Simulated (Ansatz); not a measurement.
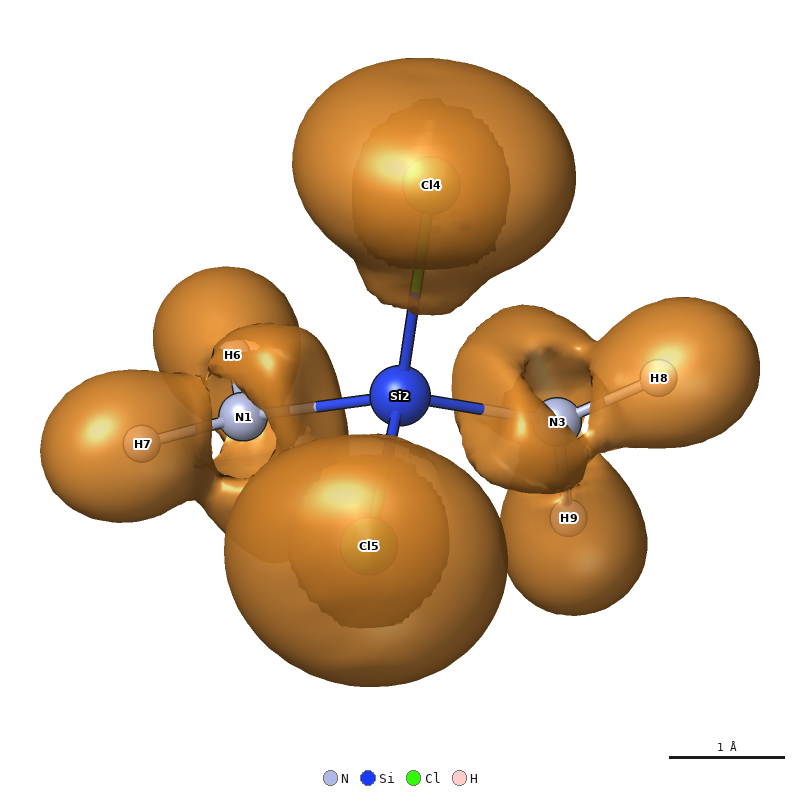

The picture shows: Cl₂H₄N₂Si. Isosurface of the electron localisation function at 0.8 (orange), seen from one side. Only the valence region is drawn (cores and ρ < 0.01 e/Å³ removed).

Geometry: PBE0-D4/def2-TZVP.

Method: RKS PBE0-D4/def2-TZVPP in Ansatz 0.2.0.

```yaml
atoms:
  - { symbol: N, position_ang: [0.0033, 1.3713, -0.5215] }
  - { symbol: Si, position_ang: [-0.0644, -0.3064, -0.3380] }
  - { symbol: N, position_ang: [0.1864, -0.6917, 1.2873] }
  - { symbol: Cl, position_ang: [-1.8442, -1.2157, -0.8209] }
  - { symbol: Cl, position_ang: [1.3122, -1.0339, -1.6810] }
  - { symbol: H, position_ang: [-0.5826, 1.9636, 0.0446] }
  - { symbol: H, position_ang: [0.2155, 1.7801, -1.4161] }
  - { symbol: H, position_ang: [-0.1406, -1.5663, 1.6623] }
  - { symbol: H, position_ang: [1.0029, -0.3474, 1.7661] }
```

> Where are the electrons localised?

The surface consists of two regions on Cl in which the atom's valence shell and bonds are merged and two joined regions spread over several atoms (H, N), in which their bonds and any lone pairs are merged. Along the contacts the grid gives the following. Si–N (1.69 Å): the ELF peaks at about 0.90 between the atoms (a shared but strongly polarised pair). Si–Cl (2.06 Å): the ELF peaks at about 0.90 between the atoms: a polar covalent bond.
